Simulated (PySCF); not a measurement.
# C3H7BO4S: runs on many settings

Which settings matter for C3H7BO4S (`C=C(B(O)O)S(C)(=O)=O`), and how do bad ones show?

Programs: PySCF 2.14.0, with density-fitted response routines of our own. Each step states its level of theory. These are calculated values for one molecule in the gas phase, unless marked as measured. Atoms count from 0, in the outputs and in this text.

**1. Starting geometry**

16 atoms, charge 0, multiplicity 1; geometry from: GFN2-xTB.

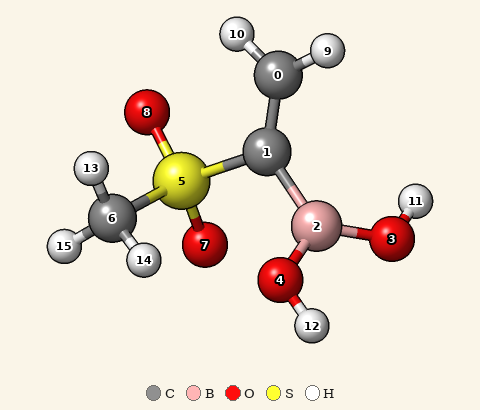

As it starts; carbon grey, boron pink, oxygen red, sulfur yellow, hydrogen white, atoms numbered; sticks join atoms by distance.

**2. Shielding tensors: HCTH407/pcSseg-1**

The job: settings as JSON, then the geometry in Å.

```
{"job": {"kind": "nmr", "xc": "HCTH407", "basis": "pcSseg-1", "pop": true}, "charge": 0, "multiplicity": 1}
C     -0.606602     1.924025    -0.103028
C     -0.485627     0.656899     0.243742
B     -1.436531    -0.590295     0.084729
O     -2.689768    -0.644502     0.588006
O     -0.946598    -1.663650    -0.565524
S      1.002287     0.221668     1.170499
C      2.027243    -0.693481    -0.013194
O      0.608410    -0.671763     2.229110
O      1.704912     1.422367     1.544949
H     -1.454960     2.304098    -0.650847
H      0.169539     2.626714     0.159406
H     -2.999352     0.110433     1.084915
H     -1.540397    -2.417269    -0.573545
H      2.388695     0.013509    -0.747325
H      1.401707    -1.452798    -0.462086
H      2.849444    -1.137010     0.533751
```

Level: GIAO HCTH407/pcSseg-1 NMR shielding, non-relativistic, gas phase.

On the command line:

```console
$ OMP_NUM_THREADS=1 python probes_run.py task.json out
```

One launch serves the whole session: the jobs run in the order shown.

The program printed:

```text
coarse grid: 14656 points
cycle   1  E = -841.8306684687  dE =  1.913e+00  |g| = 1.608e+00  |ddm| = 3.902e+00
cycle   2  E = -839.6348788159  dE =  2.196e+00  |g| = 3.638e+00  |ddm| = 5.139e+00
cycle   3  E = -842.1894405439  dE = -2.555e+00  |g| = 6.741e-01  |ddm| = 4.525e+00
cycle   4  E = -842.2912256988  dE = -1.018e-01  |g| = 2.252e-01  |ddm| = 8.516e-01
cycle   5  E = -842.2977015270  dE = -6.476e-03  |g| = 1.217e-01  |ddm| = 2.154e-01
cycle   6  E = -842.3012077985  dE = -3.506e-03  |g| = 3.747e-02  |ddm| = 1.107e-01
cycle   7  E = -842.3015007364  dE = -2.929e-04  |g| = 1.559e-02  |ddm| = 4.074e-02
cycle   8  E = -842.3015509590  dE = -5.022e-05  |g| = 5.507e-03  |ddm| = 1.694e-02
cycle   9  E = -842.3015563732  dE = -5.414e-06  |g| = 1.962e-03  |ddm| = 6.276e-03
final grid: 139016 points
cycle  10  E = -842.4082455273  dE = -9.325e-05  |g| = 1.326e-02  |ddm| = 4.680e-02
cycle  11  E = -842.4080948307  dE =  1.507e-04  |g| = 3.013e-02  |ddm| = 3.610e-02
cycle  12  E = -842.4082772302  dE = -1.824e-04  |g| = 3.695e-03  |ddm| = 2.782e-02
cycle  13  E = -842.4082799641  dE = -2.734e-06  |g| = 1.002e-03  |ddm| = 3.286e-03
cycle  14  E = -842.4082801383  dE = -1.742e-07  |g| = 4.274e-04  |ddm| = 1.167e-03
cycle  15  E = -842.4082801833  dE = -4.499e-08  |g| = 1.242e-04  |ddm| = 4.409e-04
cycle  16  E = -842.4082801863  dE = -3.032e-09  |g| = 4.480e-05  |ddm| = 1.195e-04
cycle  17  E = -842.4082801867  dE = -3.270e-10  |g| = 1.915e-05  |ddm| = 5.070e-05
converged SCF energy = -842.4082801867

GIAO shielding tensors (ppm)
atom      isotropic    diamagn.    paramagn.     s11        s22        s33       span
  0 C       54.112     254.532    -200.420    -54.869     48.175    169.030    223.899
  1 C       28.122     271.714    -243.593    -59.105     28.319    115.151    174.256
  2 B       74.774     195.808    -121.035     57.544     71.469     95.308     37.764
  3 O      199.863     385.252    -185.389     88.041    246.877    264.671    176.630
  4 O      215.779     389.116    -173.337    124.296    249.657    273.384    149.088
  5 S      210.752    1053.903    -843.151     51.661    204.292    376.304    324.644
  6 C      136.405     256.846    -120.441    107.242    116.811    185.161     77.919
  7 O      117.818     400.933    -283.115     70.266     99.960    183.229    112.963
  8 O      124.676     399.322    -274.646     71.065    117.809    185.153    114.088
  9 H       25.487      31.623      -6.135     22.576     25.078     28.807      6.231
 10 H       25.131      32.488      -7.357     21.968     24.181     29.245      7.276
 11 H       27.160      32.406      -5.246     22.048     24.102     35.330     13.282
 12 H       27.442      30.399      -2.956     22.162     23.093     37.072     14.911
 13 H       29.480      32.190      -2.710     26.454     27.871     34.116      7.662
 14 H       27.849      32.787      -4.938     23.219     29.019     31.310      8.091
 15 H       28.969      28.607       0.362     26.518     27.053     33.335      6.817
```

It took 53 s on 1 thread of Arm Neoverse V1, shared host; peak memory 0.74 GiB.

Shifts follow as δ = σ(reference) − σ, with reference shieldings (ppm) from runs at the same level and on the same kind of geometry: ¹H TMS 31.67, ¹³C TMS 183.6, ¹⁷O H2O 334.2, ¹¹B BF3·OEt2 97.2. The references are single molecules in the gas phase, so shifts against H2O, NH3, PH3, H3PO4 or CFCl3 are not on the usual liquid scales and can be off by tens of ppm. Atoms listed in one row are averaged.

```
        atoms                              environment  σ (ppm)  δ (ppm)
           C1          fully substituted alkene carbon     28.1    155.5
           C0                     terminal =CH2 carbon     54.1    129.5
           C6                methyl carbon bonded to S    136.4     47.2
          H10       hydrogen on a terminal =CH2 carbon    25.13     6.54
           H9       hydrogen on a terminal =CH2 carbon    25.49     6.18
     H11, H12        hydrogen on an oxygen bonded to B    27.30     4.37
H13, H14, H15  hydrogen on a methyl carbon bonded to S    28.77     2.90
           B2                   boron bonded to C, 2 O     74.8     22.5
       O7, O8                               S=O oxygen    121.2    212.9
       O3, O4                    oxygen bonded to B, H    207.8    126.3
           S5                           sulfone sulfur      211        –
```

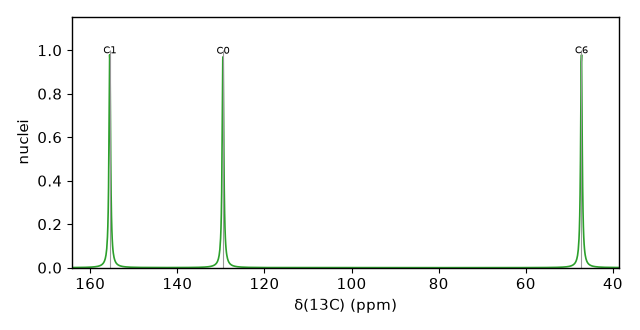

¹³C lines at the computed shifts, without couplings. Lines are broadened to a width of 0.43 ppm (Lorentzian).

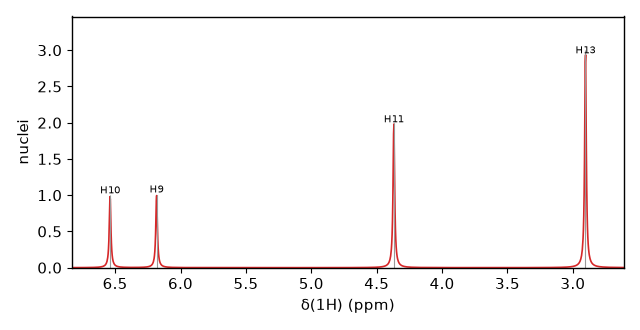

¹H lines at the computed shifts, without couplings. Lines are broadened to a width of 0.01 ppm (Lorentzian).

Charges from the same density, by scheme (e):

```
 atoms  Mulliken    IAO  Hirshfeld  ESP fit
    C0      0.02  -0.26      -0.06    -0.25
    C1     -0.57  -0.36      -0.09    -0.31
    B2      0.59   0.48       0.22     0.69
O3, O4     -0.36  -0.53      -0.23    -0.67
    S5      0.90   1.94       0.48     1.04
    C6     -0.28  -0.63      -0.11    -0.53
O7, O8     -0.50  -0.86      -0.30    -0.52
```

IAO charges:

C0 -0.26; C1 -0.36; B2 0.48; O3 -0.53; O4 -0.53; S5 1.94; C6 -0.63; O7 -0.86; O8 -0.86; H9 0.16; H10 0.18; H11 0.38; H12 0.37; H13 0.17; H14 0.18; H15 0.18

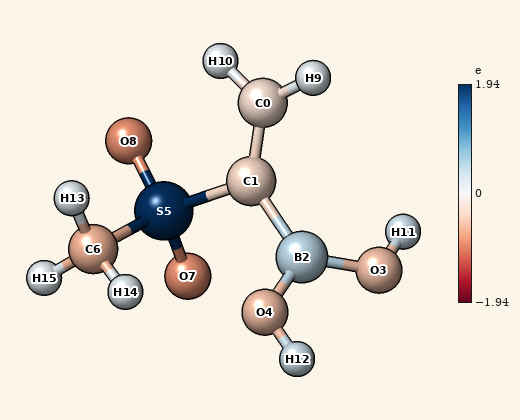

IAO charges, as colours on the atoms.

Mayer bond orders: C0–C1 1.99, C1–B2 0.79, B2–O3 1.28, B2–O4 1.24, C1–S5 0.84, S5–C6 0.88, S5–O7 1.71, S5–O8 1.74.

**3. Nuclear shieldings: wB97X-D/pcSseg-1**

Same as in step 2 but for these lines:

```diff
@@ -1,2 +1,2 @@
-{"job": {"kind": "nmr", "xc": "HCTH407", "basis": "pcSseg-1", "pop": true}, "charge": 0, "multiplicity": 1}
+{"job": {"kind": "nmr", "xc": "wB97X-D", "basis": "pcSseg-1", "pop": true, "grid": 3}, "charge": 0, "multiplicity": 1}
 C     -0.606602     1.924025    -0.103028
```

Level: GIAO wB97X-D/pcSseg-1 NMR shielding, non-relativistic, gas phase.

The program printed:

```text
coarse grid: 14656 points
cycle   1  E = -841.8093455783  dE =  2.312e+00  |g| = 1.455e+00  |ddm| = 3.743e+00
cycle   2  E = -841.5088937531  dE =  3.005e-01  |g| = 2.012e+00  |ddm| = 2.600e+00
cycle   3  E = -842.1934991560  dE = -6.846e-01  |g| = 1.724e-01  |ddm| = 1.599e+00
cycle   4  E = -842.1984700024  dE = -4.971e-03  |g| = 7.693e-02  |ddm| = 1.749e-01
cycle   5  E = -842.1995709073  dE = -1.101e-03  |g| = 1.304e-02  |ddm| = 5.563e-02
cycle   6  E = -842.1996070085  dE = -3.610e-05  |g| = 4.263e-03  |ddm| = 1.436e-02
cycle   7  E = -842.1996109291  dE = -3.921e-06  |g| = 1.877e-03  |ddm| = 4.687e-03
final grid: 200264 points
cycle   8  E = -842.2923116182  dE = -1.673e-04  |g| = 5.980e-03  |ddm| = 3.736e-02
cycle   9  E = -842.2923127563  dE = -1.138e-06  |g| = 6.223e-03  |ddm| = 9.970e-03
cycle  10  E = -842.2923192409  dE = -6.485e-06  |g| = 1.120e-03  |ddm| = 4.515e-03
cycle  11  E = -842.2923194568  dE = -2.159e-07  |g| = 5.264e-04  |ddm| = 1.319e-03
cycle  12  E = -842.2923195111  dE = -5.432e-08  |g| = 1.405e-04  |ddm| = 5.742e-04
cycle  13  E = -842.2923195153  dE = -4.143e-09  |g| = 4.697e-05  |ddm| = 1.588e-04
cycle  14  E = -842.2923195158  dE = -5.057e-10  |g| = 1.881e-05  |ddm| = 6.537e-05
converged SCF energy = -842.2923195158

GIAO shielding tensors (ppm)
atom      isotropic    diamagn.    paramagn.     s11        s22        s33       span
  0 C       46.503     254.630    -208.127    -76.272     42.629    173.153    249.425
  1 C       26.313     273.718    -247.405    -71.198     32.388    117.751    188.949
  2 B       76.103     194.242    -118.138     59.001     71.196     98.113     39.112
  3 O      206.197     386.049    -179.852     94.410    254.434    269.748    175.338
  4 O      220.328     390.459    -170.130    126.171    255.222    279.592    153.421
  5 S      200.099    1052.677    -852.577     45.587    196.651    358.059    312.473
  6 C      137.091     257.530    -120.439    107.362    117.283    186.628     79.266
  7 O      128.590     401.328    -272.738     82.563    106.744    196.464    113.900
  8 O      137.368     399.582    -262.213     80.157    127.067    204.880    124.723
  9 H       25.401      31.406      -6.005     22.222     24.918     29.064      6.842
 10 H       24.973      32.223      -7.250     21.539     23.841     29.538      7.999
 11 H       27.247      32.197      -4.950     21.724     24.083     35.934     14.210
 12 H       27.424      30.150      -2.726     21.654     22.932     37.687     16.034
 13 H       29.655      32.064      -2.409     26.543     27.960     34.462      7.918
 14 H       28.053      32.654      -4.601     23.359     29.017     31.784      8.426
 15 H       28.941      28.453       0.488     26.342     26.718     33.763      7.421
```

It took 64 s on 1 thread of Arm Neoverse V1, shared host; peak memory 0.92 GiB.

Key values: δ C1 160.8, C0 140.6, C6 50.0, B2 24.8, H10 6.86, H9 6.43 ppm.

**4. Shielding tensors: CAM-B3LYP/pcSseg-1**

Same as in step 3 but for these lines:

```diff
@@ -1,2 +1,2 @@
-{"job": {"kind": "nmr", "xc": "wB97X-D", "basis": "pcSseg-1", "pop": true, "grid": 3}, "charge": 0, "multiplicity": 1}
+{"job": {"kind": "nmr", "xc": "CAM-B3LYP", "basis": "pcSseg-1", "pop": true, "scf": {"conv": 1e-15, "max_cycle": 5}}, "charge": 0, "multiplicity": 1}
 C     -0.606602     1.924025    -0.103028
```

With the program's defaults for keys left out, this is: GIAO CAM-B3LYP/pcSseg-1 NMR shielding, non-relativistic, gas phase.

The program printed:

```text
final grid: 139016 points
cycle   1  E = -841.8955430031  dE =  2.261e+00  |g| = 1.457e+00  |ddm| = 3.758e+00
cycle   2  E = -841.4743691030  dE =  4.212e-01  |g| = 2.161e+00  |ddm| = 2.820e+00
cycle   3  E = -842.2700159947  dE = -7.956e-01  |g| = 2.005e-01  |ddm| = 1.844e+00
cycle   4  E = -842.2770069694  dE = -6.991e-03  |g| = 8.499e-02  |ddm| = 2.090e-01
cycle   5  E = -842.2783446953  dE = -1.338e-03  |g| = 1.678e-02  |ddm| = 6.107e-02
SCF not converged, last energy = -842.2783446953
```

Wall time 13 s (1 thread of Arm Neoverse V1, shared host); peak memory 0.92 GiB.

Why it failed: The cap of 5 cycles ended the SCF at a gradient of 1.7e-02. The remedy is to raise the cap, and loosen the threshold, which lies past double precision. Numbers printed on the way are no properties of the molecule.

**5. Shielding tensors: PBE0/pcSseg-1**

Same as in step 4 but for these lines:

```diff
@@ -1,2 +1,2 @@
-{"job": {"kind": "nmr", "xc": "CAM-B3LYP", "basis": "pcSseg-1", "pop": true, "scf": {"conv": 1e-15, "max_cycle": 5}}, "charge": 0, "multiplicity": 1}
+{"job": {"kind": "nmr", "xc": "PBE0", "basis": "pcSseg-1", "pop": false, "scf": {"guess": "huckel"}}, "charge": 0, "multiplicity": 1}
 C     -0.606602     1.924025    -0.103028
```

Method: GIAO PBE0/pcSseg-1 NMR shielding, non-relativistic, gas phase.

The program printed:

```text
final grid: 139016 points
cycle   1  E = -829.0169084697  dE =  9.247e+00  |g| = 7.099e+00  |ddm| = 8.509e+00
cycle   2  E = -787.2990997906  dE =  4.172e+01  |g| = 1.201e+01  |ddm| = 2.313e+01
cycle   3  E = -840.3216315002  dE = -5.302e+01  |g| = 2.634e+00  |ddm| = 2.282e+01
cycle   4  E = -840.7395864496  dE = -4.180e-01  |g| = 1.894e+00  |ddm| = 4.098e+00
cycle   5  E = -841.7752127448  dE = -1.036e+00  |g| = 3.922e-01  |ddm| = 2.828e+00
cycle   6  E = -841.8028725551  dE = -2.766e-02  |g| = 1.949e-01  |ddm| = 4.952e-01
cycle   7  E = -841.8082692924  dE = -5.397e-03  |g| = 1.169e-01  |ddm| = 2.514e-01
cycle   8  E = -841.8109501470  dE = -2.681e-03  |g| = 2.034e-02  |ddm| = 1.047e-01
cycle   9  E = -841.8110187765  dE = -6.863e-05  |g| = 7.844e-03  |ddm| = 2.055e-02
cycle  10  E = -841.8110311333  dE = -1.236e-05  |g| = 2.364e-03  |ddm| = 7.610e-03
cycle  11  E = -841.8110322678  dE = -1.134e-06  |g| = 5.669e-04  |ddm| = 2.339e-03
cycle  12  E = -841.8110323255  dE = -5.769e-08  |g| = 3.213e-04  |ddm| = 7.063e-04
cycle  13  E = -841.8110323455  dE = -2.000e-08  |g| = 7.950e-05  |ddm| = 2.718e-04
cycle  14  E = -841.8110323469  dE = -1.400e-09  |g| = 2.636e-05  |ddm| = 7.833e-05
cycle  15  E = -841.8110323470  dE = -1.176e-10  |g| = 1.063e-05  |ddm| = 2.516e-05
converged SCF energy = -841.8110323470

GIAO shielding tensors (ppm)
atom      isotropic    diamagn.    paramagn.     s11        s22        s33       span
  0 C       47.854     254.548    -206.694    -71.908     42.396    173.073    244.981
  1 C       26.344     273.408    -247.064    -69.108     30.580    117.560    186.668
  2 B       75.276     194.186    -118.910     57.875     70.084     97.870     39.995
  3 O      200.552     385.503    -184.951     83.434    250.760    267.461    184.027
  4 O      215.748     389.593    -173.844    118.464    250.014    278.767    160.303
  5 S      203.880    1052.458    -848.578     50.700    199.809    361.131    310.431
  6 C      138.093     257.588    -119.495    108.547    118.440    187.293     78.746
  7 O      124.211     400.613    -276.401     76.120    103.009    193.506    117.386
  8 O      132.304     399.031    -266.727     75.155    123.070    198.687    123.532
  9 H       25.282      31.316      -6.035     22.174     24.774     28.898      6.723
 10 H       24.896      32.081      -7.185     21.508     23.787     29.393      7.885
 11 H       27.059      32.094      -5.035     21.644     23.930     35.601     13.957
 12 H       27.280      30.102      -2.821     21.621     22.818     37.402     15.780
 13 H       29.530      31.926      -2.395     26.370     27.828     34.393      8.023
 14 H       27.926      32.415      -4.489     23.186     28.911     31.683      8.497
 15 H       28.868      28.497       0.371     26.266     26.664     33.674      7.408
```

Wall time 43 s (1 thread of Arm Neoverse V1, shared host); peak memory 0.85 GiB.

This run: δ C1 160.6, C0 139.1, C6 48.8, B2 24.8, H10 6.82, H9 6.44 ppm.

**6. Nuclear shieldings: PBE0/STO-3G**

Same as in step 5 but for these lines:

```diff
@@ -1,2 +1,2 @@
-{"job": {"kind": "nmr", "xc": "PBE0", "basis": "pcSseg-1", "pop": false, "scf": {"guess": "huckel"}}, "charge": 0, "multiplicity": 1}
+{"job": {"kind": "nmr", "xc": "PBE0", "basis": "STO-3G", "pop": false}, "charge": 0, "multiplicity": 1}
 C     -0.606602     1.924025    -0.103028
```

With the program's defaults for keys left out, this is: GIAO PBE0/STO-3G NMR shielding, non-relativistic, gas phase.

The program printed:

```text
coarse grid: 14656 points
cycle   1  E = -830.8932479064  dE =  2.627e+00  |g| = 1.115e+00  |ddm| = 5.468e+00
cycle   2  E = -826.9278698576  dE =  3.965e+00  |g| = 3.260e+00  |ddm| = 6.406e+00
cycle   3  E = -831.2229815292  dE = -4.295e+00  |g| = 5.978e-01  |ddm| = 5.493e+00
cycle   4  E = -831.3637736537  dE = -1.408e-01  |g| = 9.696e-02  |ddm| = 1.012e+00
cycle   5  E = -831.3658626439  dE = -2.089e-03  |g| = 9.425e-02  |ddm| = 2.847e-01
cycle   6  E = -831.3683763445  dE = -2.514e-03  |g| = 2.087e-02  |ddm| = 1.241e-01
cycle   7  E = -831.3684973187  dE = -1.210e-04  |g| = 7.301e-03  |ddm| = 3.542e-02
cycle   8  E = -831.3685114166  dE = -1.410e-05  |g| = 3.164e-03  |ddm| = 1.450e-02
cycle   9  E = -831.3685145868  dE = -3.170e-06  |g| = 9.372e-04  |ddm| = 6.115e-03
final grid: 139016 points
cycle  10  E = -831.3085908110  dE = -5.091e-06  |g| = 7.855e-03  |ddm| = 2.447e-02
cycle  11  E = -831.3085688362  dE =  2.197e-05  |g| = 1.144e-02  |ddm| = 2.938e-02
cycle  12  E = -831.3086097472  dE = -4.091e-05  |g| = 2.158e-03  |ddm| = 1.972e-02
cycle  13  E = -831.3086111418  dE = -1.395e-06  |g| = 2.567e-04  |ddm| = 3.027e-03
cycle  14  E = -831.3086111608  dE = -1.910e-08  |g| = 8.294e-05  |ddm| = 4.425e-04
cycle  15  E = -831.3086111627  dE = -1.804e-09  |g| = 3.414e-05  |ddm| = 1.604e-04
cycle  16  E = -831.3086111630  dE = -3.261e-10  |g| = 1.478e-05  |ddm| = 7.317e-05
converged SCF energy = -831.3086111630

GIAO shielding tensors (ppm)
atom      isotropic    diamagn.    paramagn.     s11        s22        s33       span
  0 C      130.561     254.727    -124.167     34.053    136.919    220.709    186.656
  1 C      106.494     258.950    -152.456     33.991     90.604    194.888    160.896
  2 B      106.589     203.420     -96.831     89.509    103.860    126.399     36.889
  3 O      271.932     376.155    -104.224    135.204    298.496    382.095    246.891
  4 O      294.275     377.278     -83.003    215.569    277.603    389.652    174.083
  5 S      686.587    1038.491    -351.904    516.001    622.625    921.135    405.134
  6 C      207.776     251.149     -43.374    191.476    196.545    235.306     43.830
  7 O      233.136     389.171    -156.035     49.568    277.684    372.155    322.587
  8 O      227.867     388.782    -160.914     40.413    271.323    371.865    331.452
  9 H       27.384      31.296      -3.912     24.354     26.158     31.640      7.287
 10 H       27.105      31.712      -4.607     23.778     24.992     32.546      8.767
 11 H       28.663      29.210      -0.547     25.986     26.088     33.916      7.930
 12 H       28.915      28.819       0.095     24.204     25.411     37.128     12.924
 13 H       31.357      31.288       0.068     26.234     29.107     38.729     12.495
 14 H       30.369      30.900      -0.532     23.255     30.660     37.192     13.937
 15 H       31.107      30.683       0.423     26.021     27.929     39.370     13.349
```

It took 7.1 s on 1 thread of Arm Neoverse V1, shared host; peak memory 0.44 GiB.

Key values: δ C1 129.7, C0 105.6, C6 28.4, B2 22.7, H10 5.91, H9 5.63 ppm.

**7. Run by run: NMR shifts**

Shifts (ppm) of some atoms, chosen among heavy atoms and hydrogens apart, means over like atoms, with basis size and wall time:

```
             run     C1     C0    C6   H10   H13     O7     O3  functions   time
HCTH407/pcSseg-1  155.5  129.5  47.2  6.54  2.90  212.9  126.3        195   53 s
wB97X-D/pcSseg-1  160.8  140.6  50.0  6.86  2.95  201.7  121.4        195   64 s
   PBE0/pcSseg-1  160.6  139.1  48.8  6.82  2.94  207.8  127.9        195   43 s
     PBE0/STO-3G  129.7  105.6  28.4  5.91  2.07  113.0   60.4         56  7.1 s
```

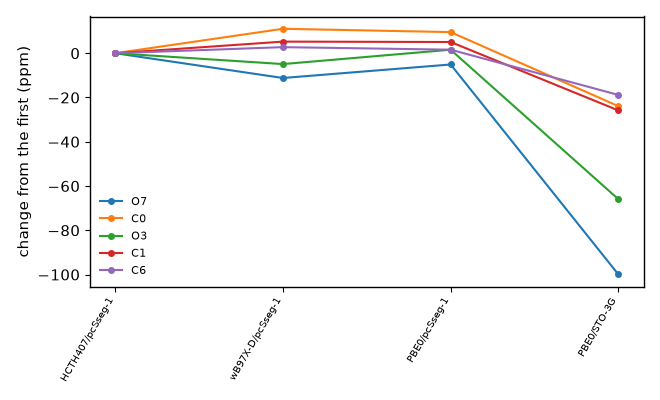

How five of the tabulated atoms move from run to run.

**8. Summary of results**

| quantity | value |
| --- | --- |
| ¹³C shifts against TMS (HCTH407/pcSseg-1) | 155.5, 129.5, 47.2 ppm |
| ¹H shifts against TMS (HCTH407/pcSseg-1, means over atoms taken as alike) | 6.54, 6.18, 4.37, 2.90 ppm |
| ¹¹B shifts against BF3·OEt2 (HCTH407/pcSseg-1) | 22.5 ppm |
| ¹⁷O shifts against H2O (HCTH407/pcSseg-1, means over atoms taken as alike) | 212.9, 126.3 ppm |
| shieldings of S (HCTH407/pcSseg-1) | S5 210.8 ppm |
| range of the shift of O7 (with its like atoms) (minimal bases aside) | 201.7 to 212.9 ppm |
| property runs in this session | 5, of which 1 failed and 1 gave unsound results |

**Reading.** Single values in the summary come from the first sound run of each kind (HCTH407/pcSseg-1), which need not be the best level. The most deshielded carbon is C1 (fully substituted alkene carbon), at 155.5 ppm: the olefinic region. At HCTH407/pcSseg-1: The largest span, 325 ppm, is at S5, where the paramagnetic term is -843 ppm. Leaving out the minimal-basis runs, which are unusable for shieldings: Among the atoms with a shift in every run: Across the 3 runs the shift of O7 (with its like atoms) moves most, between 201.7 (wB97X-D/pcSseg-1) and 212.9 ppm (HCTH407/pcSseg-1).
